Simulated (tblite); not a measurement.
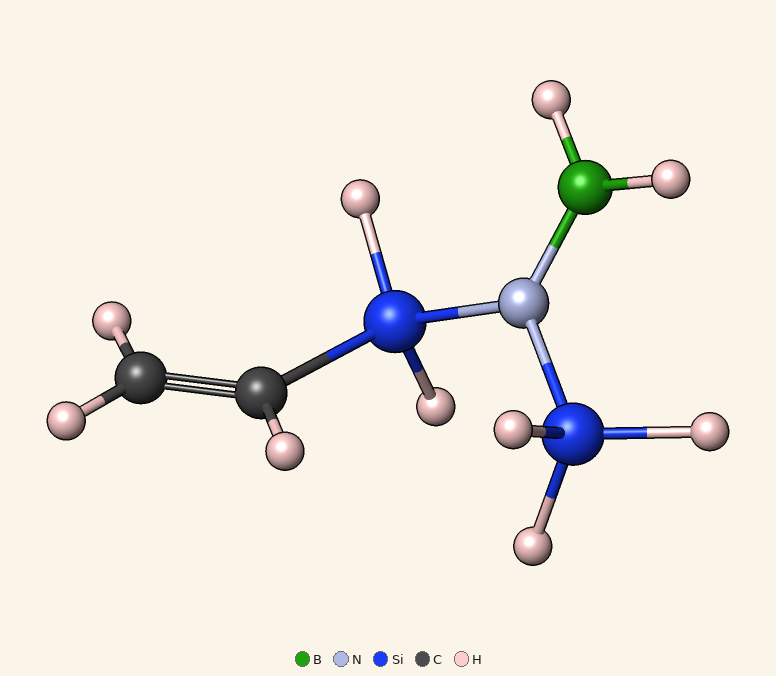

The picture comes from a calculation with tblite.

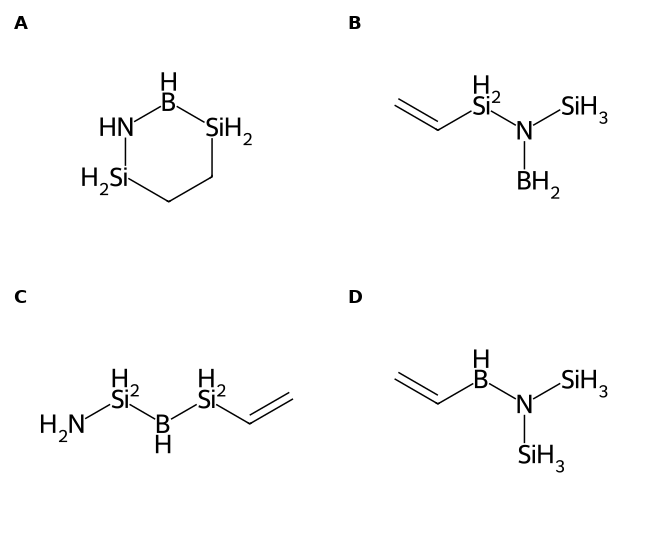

**Which structural formula matches the 3D model?**

B, `BN([SiH3])[SiH2]C=C`.
